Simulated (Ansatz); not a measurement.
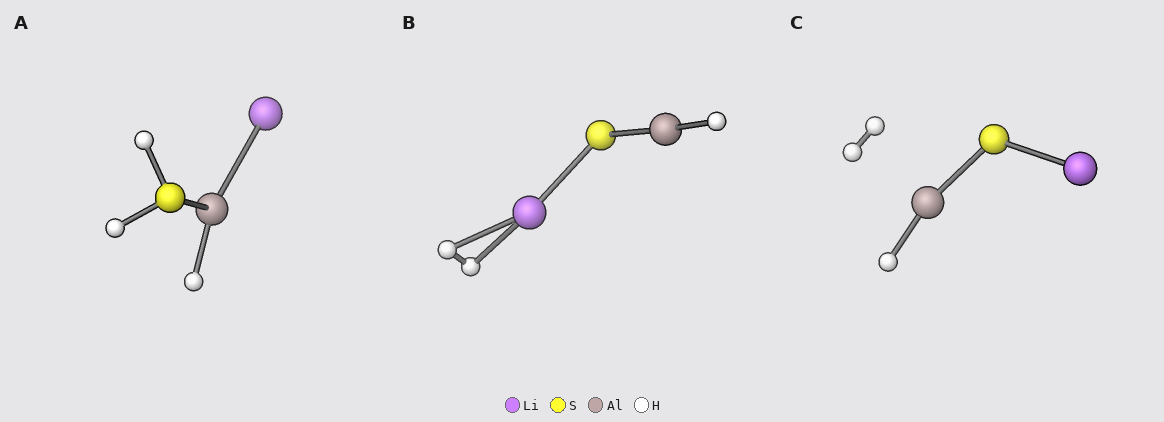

3 stationary structures of one formula. Charge +1, singlet. Geometries: PBE0-D4/def2-TZVP. Electronic energies: r2SCAN-D4/def2-TZVPP (Ansatz 0.2.0), without zero-point energy. No frequency run is at hand to confirm each as a minimum.

**Which is lowest in energy, and by how much?**

C is lowest; B lies 0.9 kcal/mol above it, A lies 27.2 kcal/mol above it (C1).
